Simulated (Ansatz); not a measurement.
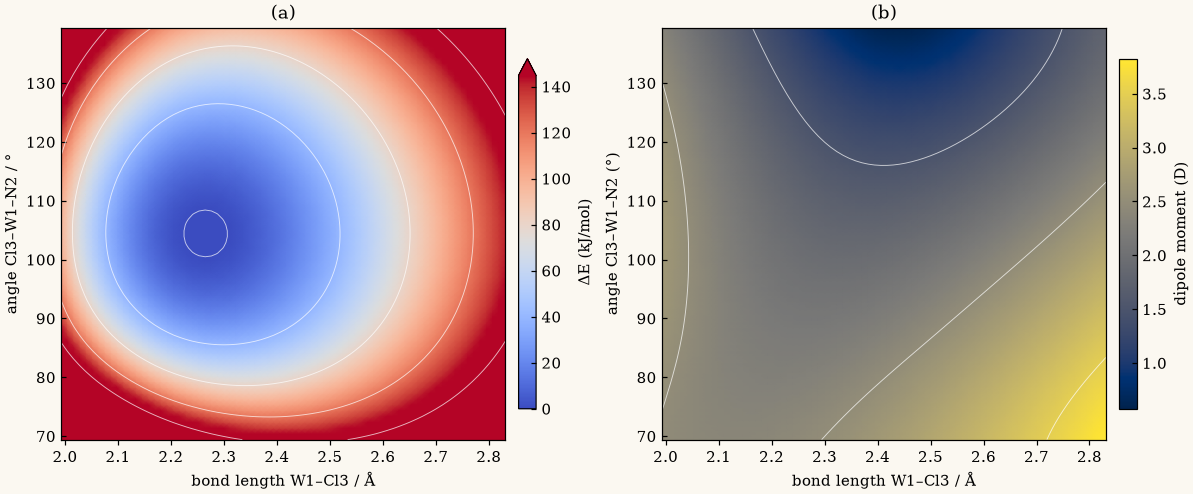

WNCl3. The first coordinate is: bond length W1–Cl3; the second: angle Cl3–W1–N2. Nothing is relaxed (all other coordinates rigid). The grid has 9 × 9 points. Points are written as (first, second). Energies are in kJ/mol, from the lowest grid point. Computed with RKS PBE0-D4/def2-SVP (Ansatz).

Panel (a) is the energy and panel (b) the computed dipole moment on the same grid.

In the figure: a smooth colour map with a few white contour lines, one colour for all values above the top of the scale. Between grid points the surface is interpolated.

### How does the dipole moment vary over the map, and what is it at the lowest grid point?

Leaving out the highest fifth of the energies, it runs from 0.59 D at (2.412 Å, 139.4°) to 3.34 D at (2.726 Å, 78.1°). At the lowest grid point, (2.307 Å, 104.4°), it is 1.85 D.
